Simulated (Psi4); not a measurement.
**triplet C2H4Si: levels of theory compared**

We compute a comparison of 3 runs (UHF/STO-3G, UB3LYP/6-31G*, UTPSSh/6-311+G**) of triplet C2H4Si. 

The results are computed with Psi4 1.11.

**1. The molecule**

The species is C2H4Si (7 atoms), meant as a triplet with charge 0. As SMILES of the parent species, `C#C[SiH3]`. Geometry: relaxed at PBE0-D4/def2-TZVP. That shape belongs to the parent species and isn't relaxed for this state.

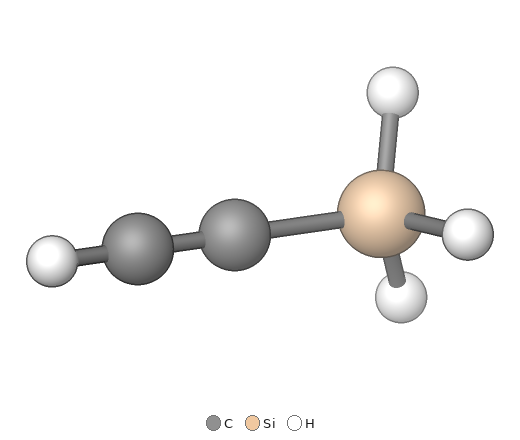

Viewed from a chosen angle; carbon grey, silicon light orange, hydrogen white.

**2. Energy and gradient at UHF/STO-3G (run 1)**

run.py

```python
import psi4

psi4.set_memory('1600 MB')
psi4.set_num_threads(1)
psi4.set_output_file('c2h4si.out', False)

mol = psi4.geometry("""
0 3
C     -0.580700    -1.871400     0.172200
C     -0.218500    -0.726500     0.062400
Si     0.329800     1.004300    -0.103800
H     -0.901000    -2.883500     0.269300
H     -0.094500     1.528300    -1.425000
H     -0.281700     1.818100     0.974900
H      1.807900     1.062900     0.004400
symmetry c1
""")

psi4.set_options({
    'basis': 'STO-3G',
    'reference': 'uhf',
    'puream': True,
    'e_convergence': 1e-09,
    'd_convergence': 1e-08,
    'scf_type': 'pk',
    'maxiter': 100,
})

E, wfn = psi4.gradient('scf', return_wfn=True)
print('gradient / Eh bohr^-1')
print(E.np.round(6))
print(f'energy = {wfn.energy():.10f} Eh')
```

Launch:

```
$ python run.py
```

c2h4si.out:

```text
[...]
  Running in c1 symmetry.
[...]
  Nuclear repulsion =   83.047890735857266
[...]
  Multiplicity = 3
[...]
  Nalpha       = 16
  Nbeta        = 14
[...]
    Number of basis functions: 23
[...]
   @UHF iter   1:  -362.38840823275757   -2.27671e+00   6.84615e-03 DIIS/ADIIS
[...]
   @UHF iter  19:  -362.44554582073351   -6.82121e-13   8.95811e-09 DIIS
[...]
   @S^2 Observed:                2.021174297E+00
[...]
  @UHF Final Energy:  -362.44554582073351
   => Energetics <=
    Nuclear Repulsion Energy =             83.0478907358572656
    One-Electron Energy =                -666.7933812630586772
    Two-Electron Energy =                 221.2999447064678407
    Total Energy =                       -362.4455458207335141
  UHF NO Occupations:
  HONO-2 :   14  A 1.9935718
  HONO-1 :   15  A 1.0000000
[...]
 Multipole Moments:
 ------------------------------------------------------------------------------------
     Multipole            Electronic (a.u.)      Nuclear  (a.u.)        Total (a.u.)
 ------------------------------------------------------------------------------------
 L = 1.  Multiply by 2.5417464519 to convert [e a0] to [Debye]
 Dipole X            :         -0.4723640            0.4931733            0.0208094
 Dipole Y            :         -1.5029368            1.5559807            0.0530439
 Dipole Z            :          0.1569406           -0.1496803            0.0072603
 Magnitude           :                                                    0.0574404
[...]
  -Total Gradient:
     Atom            X                  Y                   Z
    ------   -----------------  -----------------  -----------------
       1        0.086253203403     0.272195271176    -0.025776607602
       2       -0.090636828687    -0.284432146552     0.025467574768
       3       -0.002815382479    -0.007702198932    -0.000379650022
       4       -0.001408356492    -0.004489371839     0.000456385922
       5       -0.009670905077     0.007742759357    -0.026512466531
       6       -0.012527186226     0.016352119873     0.023406654712
       7        0.030805455559     0.000333566914     0.003338108752
[...]
```

The script printed:

```text
gradient / Eh bohr^-1
[[ 0.086253  0.272195 -0.025777]
 [-0.090637 -0.284432  0.025468]
 [-0.002815 -0.007702 -0.00038 ]
 [-0.001408 -0.004489  0.000456]
 [-0.009671  0.007743 -0.026512]
 [-0.012527  0.016352  0.023407]
 [ 0.030805  0.000334  0.003338]]
energy = -362.4455458207 Eh
```

Run time: 1.9 s. Hardware: 1 thread of AMD EPYC 7R43 (Zen 3), shared host; peak memory 0.17 GiB.

**3. Energy and forces at UB3LYP/6-31G(d) (spherical functions) (run 2)**

input.json

```json
{
 "schema_name": "qcschema_input",
 "schema_version": 1,
 "molecule": {
  "schema_name": "qcschema_molecule",
  "schema_version": 2,
  "symbols": ["C", "C", "Si", "H", "H", "H", "H"],
  "geometry": [-1.09736396, -3.53643347, 0.32541084, -0.41290516, -1.37288603, 0.11791891, 0.62323168, 1.89785195, -0.19615357, -1.70264324, -5.44902528, 0.50890325, -0.17857912, 2.88806844, -2.69285973, -0.53233585, 3.43571107, 1.842294, 3.41643586, 2.0085899, 0.00831479],
  "molecular_charge": 0,
  "molecular_multiplicity": 3,
  "fix_symmetry": "c1",
  "fix_com": true,
  "fix_orientation": true
 },
 "driver": "gradient",
 "model": {
  "method": "b3lyp",
  "basis": "6-31G*"
 },
 "keywords": {
  "reference": "uks",
  "puream": true,
  "e_convergence": 1e-09,
  "d_convergence": 1e-08,
  "scf_type": "pk",
  "dft_radial_points": 99,
  "dft_spherical_points": 590,
  "maxiter": 100,
  "scf_properties": ["MULLIKEN_CHARGES", "QUADRUPOLE", "DIPOLE"]
 }
}
```

Launch:

```
$ psi4 --qcschema input.json -n 1 --memory 1600MB
```

stdout:

```text
[...]
  Running in c1 symmetry.
[...]
  Nuclear repulsion =   83.047890723121355
[...]
  Multiplicity = 3
[...]
  Nalpha       = 16
  Nbeta        = 14
[...]
    Number of basis functions: 54
[...]
   @UKS iter   1:  -367.46891898786799   -8.67199e-02   1.28313e-02 ADIIS/DIIS
[...]
   @UKS iter  45:  -367.84001631468777   -2.16005e-12   1.91759e-09 DIIS
[...]
   @S^2 Observed:                2.005495329E+00
[...]
  @UKS Final Energy:  -367.84001631468777
   => Energetics <=
    Nuclear Repulsion Energy =             83.0478907231213554
    One-Electron Energy =                -670.0779733300526004
    Two-Electron Energy =                 246.0265959001332874
    DFT Exchange-Correlation Energy =     -26.8365296078898368
    Empirical Dispersion Energy =           0.0000000000000000
    VV10 Nonlocal Energy =                  0.0000000000000000
    Total Energy =                       -367.8400163146877730
[...]
 Multipole Moments:
 ------------------------------------------------------------------------------------
     Multipole            Electronic (a.u.)      Nuclear  (a.u.)        Total (a.u.)
 ------------------------------------------------------------------------------------
 L = 1.  Multiply by 2.5417464519 to convert [e a0] to [Debye]
 Dipole X            :         -0.7852110            0.6665064           -0.1187046
 Dipole Y            :         -0.4062856           -0.0026456           -0.4089311
 Dipole Z            :          0.4442612           -0.4195192            0.0247420
 Magnitude           :                                                    0.4265297
 L = 2.  Multiply by 1.3450342976 to convert [e a0^2] to [Debye ang]
 Quadrupole XX       :        -48.6784072           28.5723381          -20.1060691
 Quadrupole XY       :        -55.8038791           57.0402423            1.2363632
[...]
  -Total Gradient:
     Atom            X                  Y                   Z
    ------   -----------------  -----------------  -----------------
       1        0.069687606145     0.222814548432    -0.020280949651
       2       -0.070258639293    -0.232067224609     0.017943765711
       3        0.009973753420     0.022253432618    -0.006106509887
       4       -0.000465629551    -0.001513487176     0.000130340018
       5       -0.003332075249    -0.005968940676     0.005434253422
       6        0.000399238143    -0.000302111948    -0.000550135234
       7       -0.006003939931    -0.005215848808     0.003429909626
[...]
```

The result, in JSON:

```text
{
 "driver": "gradient",
 "model": {
  "method": "b3lyp",
  "basis": "6-31G*"
 },
 "success": true,
 "return_result": [0.069687606144815, 0.22281454843249038, -0.020280949651446452, -0.07025863929286986, -0.2320672246090894, 0.017943765711303065, 0.009973753420289916, 0.022253432618442287, -0.006106509887149045, -0.0004656295512431019, -0.0015134871758834267, 0.00013034001816765103, -0.0033320752492723912, -0.005968940676228711, 0.0054342534220716, 0.00039923814268928715, -0.0003021119484459961, -0.0005501352343003502, -0.006003939930840765, -0.005215848807940923, 0.003429909625658978],
 "properties": {
  "calcinfo_nbasis": 54,
  "calcinfo_nmo": 54,
  "calcinfo_nalpha": 16,
  "calcinfo_nbeta": 14,
  "calcinfo_natom": 7,
  "nuclear_repulsion_energy": 83.04789072312136,
  "return_energy": -367.8400163146878,
  "return_gradient": [0.069687606144815, 0.22281454843249038, -0.020280949651446452, -0.07025863929286986, -0.2320672246090894, 0.017943765711303065, 0.009973753420289916, 0.022253432618442287, -0.006106509887149045, -0.0004656295512431019, -0.0015134871758834267, 0.00013034001816765103, -0.0033320752492723912, -0.005968940676228711, 0.0054342534220716, 0.00039923814268928715, -0.0003021119484459961, -0.0005501352343003502, -0.006003939930840765, -0.005215848807940923, 0.003429909625658978],
  "scf_one_electron_energy": -670.0779733300526,
  "scf_two_electron_energy": 246.0265959001333,
  "scf_xc_energy": -26.836529607889837,
  "scf_dipole_moment": [-0.1187045703099836, -0.4089311470146906, 0.024742032107040457],
  "scf_total_energy": -367.8400163146878,
  "scf_total_gradient": [0.069687606144815, 0.22281454843249038, -0.020280949651446452, -0.07025863929286986, -0.2320672246090894, 0.017943765711303065, 0.009973753420289916, 0.022253432618442287, -0.006106509887149045, -0.0004656295512431019, -0.0015134871758834267, 0.00013034001816765103, -0.0033320752492723912, -0.005968940676228711, 0.0054342534220716, 0.00039923814268928715, -0.0003021119484459961, -0.0005501352343003502, -0.006003939930840765, -0.005215848807940923, 0.003429909625658978],
  "scf_iterations": 45
 }
}
```

Wall time 50 s (1 thread of AMD EPYC 7R43 (Zen 3), shared host); peak memory 0.77 GiB.

**4. A single-point energy at UTPSSh/6-311+G(d,p) (run 3)**

c2h4si.json

```json
{
  "schema_name": "qcschema_input",
  "schema_version": 1,
  "molecule": {
    "schema_name": "qcschema_molecule",
    "schema_version": 2,
    "symbols": ["C", "C", "Si", "H", "H", "H", "H"],
    "geometry": [-1.09736396, -3.53643347, 0.32541084, -0.41290516, -1.37288603, 0.11791891, 0.62323168, 1.89785195, -0.19615357, -1.70264324, -5.44902528, 0.50890325, -0.17857912, 2.88806844, -2.69285973, -0.53233585, 3.43571107, 1.842294, 3.41643586, 2.0085899, 0.00831479],
    "molecular_charge": 0,
    "molecular_multiplicity": 3,
    "fix_symmetry": "c1"
  },
  "driver": "energy",
  "model": {
    "method": "tpssh",
    "basis": "6-311+G**"
  },
  "keywords": {
    "reference": "uks",
    "puream": true,
    "e_convergence": 1e-09,
    "d_convergence": 1e-08,
    "scf_type": "pk",
    "dft_radial_points": 99,
    "dft_spherical_points": 590,
    "maxiter": 100,
    "scf_properties": ["QUADRUPOLE", "MULLIKEN_CHARGES", "WIBERG_LOWDIN_INDICES"]
  }
}
```

Launch:

```
$ psi4 --qcschema c2h4si.json -n 1 --memory 1600MB
```

stdout:

```text
[...]
  Running in c1 symmetry.
[...]
  Nuclear repulsion =   83.047890723121355
[...]
  Multiplicity = 3
[...]
  Nalpha       = 16
  Nbeta        = 14
[...]
    Number of basis functions: 98
[...]
   @UKS iter   1:  -367.25297477321072    1.16804e-01   9.82740e-03 DIIS/ADIIS
[...]
   @UKS iter  39:  -367.90355448992767    2.84217e-13   7.73711e-09 DIIS
[...]
   @S^2 Observed:                2.007481412E+00
[...]
  @UKS Final Energy:  -367.90355448992767
   => Energetics <=
    Nuclear Repulsion Energy =             83.0478907231213554
    One-Electron Energy =                -670.0245270804430220
    Two-Electron Energy =                 249.1335437556619752
    DFT Exchange-Correlation Energy =     -30.0604618882679304
    Empirical Dispersion Energy =           0.0000000000000000
    VV10 Nonlocal Energy =                  0.0000000000000000
    Total Energy =                       -367.9035544899276147
[...]
 Multipole Moments:
 ------------------------------------------------------------------------------------
     Multipole            Electronic (a.u.)      Nuclear  (a.u.)        Total (a.u.)
 ------------------------------------------------------------------------------------
 L = 1.  Multiply by 2.5417464519 to convert [e a0] to [Debye]
 Dipole X            :         -0.5756078            0.4931733           -0.0824345
 Dipole Y            :         -1.8174646            1.5559807           -0.2614840
 Dipole Z            :          0.1753680           -0.1496803            0.0256877
 Magnitude           :                                                    0.2753710
 L = 2.  Multiply by 1.3450342976 to convert [e a0^2] to [Debye ang]
 Quadrupole XX       :        -49.3940422           28.5656378          -20.8284044
 Quadrupole XY       :        -55.9503933           57.0658800            1.1154867
[...]
  Mulliken Charges: (a.u.)
   Center  Symbol    Alpha    Beta     Spin     Total
       1     C     3.63217  2.56545  1.06672 -0.19762
       2     C     3.51538  2.62657  0.88880 -0.14195
       3    SI     6.75769  6.77014 -0.01244  0.47217
       4     H     0.37629  0.44276 -0.06647  0.18095
       5     H     0.54456  0.55536 -0.01080 -0.09992
       6     H     0.58573  0.52090  0.06483 -0.10663
       7     H     0.58819  0.51883  0.06936 -0.10701
   Total alpha = 16.00000, Total beta = 14.00000, Total charge =  0.00000
  Wiberg Bond Indices using Orthogonal Lowdin Orbitals:
[...]
```

The result, in JSON:

```text
{
 "driver": "energy",
 "model": {
  "method": "tpssh",
  "basis": "6-311+G**"
 },
 "success": true,
 "return_result": -367.90355448992767,
 "properties": {
  "calcinfo_nbasis": 98,
  "calcinfo_nmo": 98,
  "calcinfo_nalpha": 16,
  "calcinfo_nbeta": 14,
  "calcinfo_natom": 7,
  "nuclear_repulsion_energy": 83.04789072312136,
  "return_energy": -367.90355448992767,
  "scf_one_electron_energy": -670.024527080443,
  "scf_two_electron_energy": 249.13354375566198,
  "scf_xc_energy": -30.06046188826793,
  "scf_dipole_moment": [-0.08243451387602041, -0.26148395730882656, 0.025687679543700548],
  "scf_total_energy": -367.90355448992767,
  "scf_iterations": 39
 }
}
```

It took 3.9 min on 1 thread of AMD EPYC 7R43 (Zen 3), shared host; peak memory 0.85 GiB.

**5. The series**

| run | level | integration grid | task | energy (Eh) | dipole moment (D) | HOMO energy (eV) | ⟨S²⟩ | wall time |
| --- | --- | --- | --- | --- | --- | --- | --- | --- |
| 1 | UHF/STO-3G | – | gradient | -362.445546 | 0.15 | -3.16 | 2.021 | 1.9 s |
| 2 | UB3LYP/6-31G* (spherical functions) | 99 radial × 590 angular | gradient | -367.840016 | 1.08 | -2.62 | 2.005 | 50 s |
| 3 | UTPSSh/6-311+G** | 99 radial × 590 angular | energy | -367.903554 | 0.70 | -2.75 | 2.007 | 3.9 min |

**6. What came out**

| quantity | value |
| --- | --- |
| run 3: total energy | -367.90355 Eh |
| run 3: dipole moment | 0.70 D |
| run 3: HOMO energy (highest over α and β) | -2.75 eV |
| run 3: ⟨S²⟩ | 2.007 |

In words: The dipole moment (its size) runs from 0.15 D (UHF/STO-3G) to 1.08 D (UB3LYP/6-31G*). The two ends differ in method and basis. The two dipoles point in opposite directions. Totals of different functionals can't be ranked against each other. In run 1 the basis is minimal, so the values are rough. All runs together took 4.7 min, the longest 3.9 min.
